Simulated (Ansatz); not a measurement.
## Electronic structure of ClH3NSiSn (SMILES Cl[SiH2][NH][Sn]) (doublet) in real space

The calculation's input:

```
basis:
  gaussian: {orbitals: def2-TZVPD}
crystal:
  periodic: [false, false, false]
  atoms:
    - {symbol: Cl, position_ang: [-1.041143, -0.525126, -1.949521]}
    - {symbol: "N", position_ang: [0.259998, -0.217488, 0.921701]}
    - {symbol: Si, position_ang: [-0.081570, 0.654136, -0.525698]}
    - {symbol: Sn, position_ang: [2.075190, -1.033943, 1.496042]}
    - {symbol: H, position_ang: [-0.539923, -0.423160, 1.519426]}
    - {symbol: H, position_ang: [-0.995174, 1.806382, -0.280494]}
    - {symbol: H, position_ang: [1.212850, 1.092199, -1.112786]}
magnetization: {spin_polarized: true, initial_magnetization: 1}
hamiltonian: {xc: pbe0}
output: {forces: true, orbitals: {seedname: orbitals}}
```

Command:

```sh
ansatz run input.yaml --threads 2 --pin off --max-ram 4350MiB --events-out events.jsonl --progress --plain --runs-dir runs
```

Geometry: PBE0-D3(BJ)/def2-SVP; core potentials replace the inner electrons of Sn.

Level of theory: Ansatz 0.2.0, isolated molecule in a Gaussian basis; Kohn-Sham density functional theory, functional PBE0.

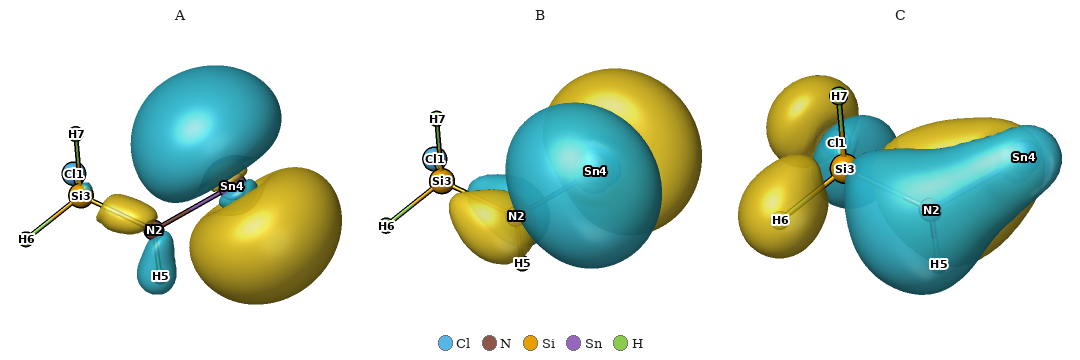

Figure 1. Three frontier orbitals at ±0.08 Å⁻³ᐟ² (yellow and cyan are the two phases), in no order.

Which picture is the HOMO−1, the HOMO and the LUMO? All are α orbitals.

Answer. C is the HOMO−1 (α) (−8.01 eV). Its weight (Hirshfeld) is mainly on N2 (about 55 %), Sn4 (about 15 %) and Cl1 (about 10 %). A is the HOMO (α) (−4.93 eV). It lies mainly on Sn4 (about 90 %). B is the LUMO (α) (−2.69 eV). Its weight (Hirshfeld) is mainly on Sn4 (about 90 %) and N2 (about 10 %).

What is the gap between the highest occupied and lowest empty α orbitals?

Answer. 2.24 eV between the orbital energies.

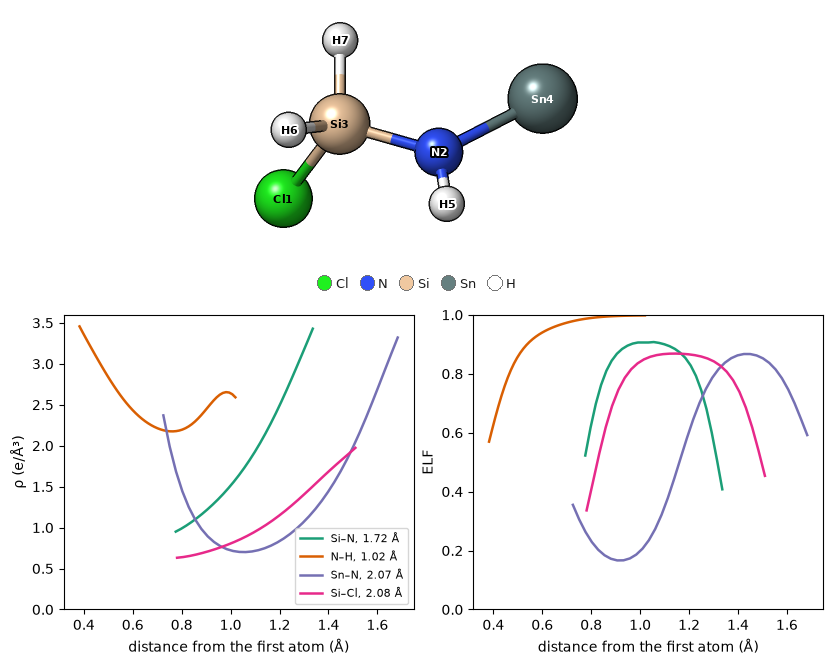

Figure 2. Electron density and ELF along straight lines between neighbouring atoms. The curves leave out the atomic cores. The structure is drawn too.

Compare the contacts.

Answer. Si–N (1.72 Å): ρ is about 1.1 e/Å³ halfway; the ELF peaks at about 0.90 between the atoms, as expected for a polar covalent bond.
N–H (1.02 Å): ρ is about 2.8 e/Å³ halfway; the ELF climbs to about 1 towards the hydrogen, as it does in any bond to H (an ordinary covalent bond to hydrogen).
Sn–N (2.07 Å): ρ at the midpoint is about 0.7 e/Å³; the ELF peaks at about 0.85 in the valence shell of N, 0.6 Å from its nucleus, and drops to about 0.15 between the two atoms.
Si–Cl (2.08 Å): ρ at the midpoint is about 0.86 e/Å³; the ELF peaks at about 0.85 between the atoms (a shared but strongly polarised pair).
